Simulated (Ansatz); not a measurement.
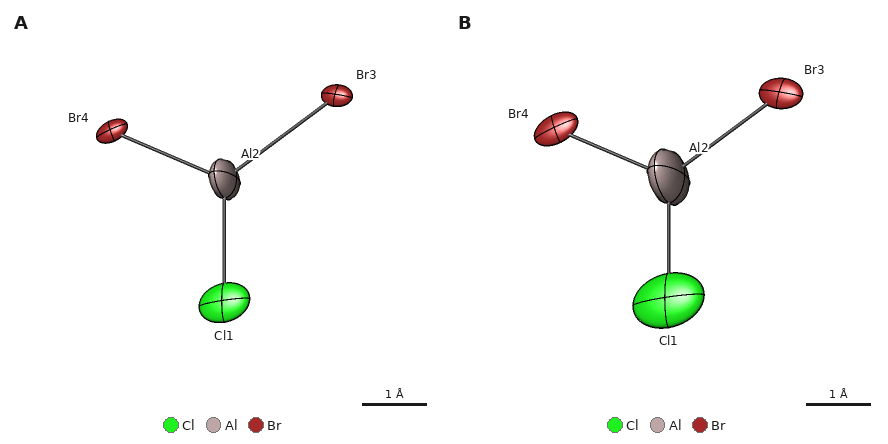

Displacement ellipsoids at the 50 % level, scaled by 3, from the internal vibrations of the free molecule (harmonic, no overall translation or rotation; no half-axis is drawn under 0.075 Å). Vibrations computed with RKS PBE0-D4/def2-TZVP (Ansatz 0.2.0). One panel is for 298 K, the other for 600 K.

### Which panel is for 600 K?

B.

### How much does the mean-square displacement of Br3 grow, and why?

U_eq goes from 0.0017 to 0.0033 Å², a factor of 2.0. Modes below kT (417 cm⁻¹ at 600 K) grow about in proportion to T, and the lowest lies at 98 cm⁻¹; the mean-square amplitude of a mode is its zero-point value times coth(ħω/2kT), which comes close to 1 only above about 3kT.
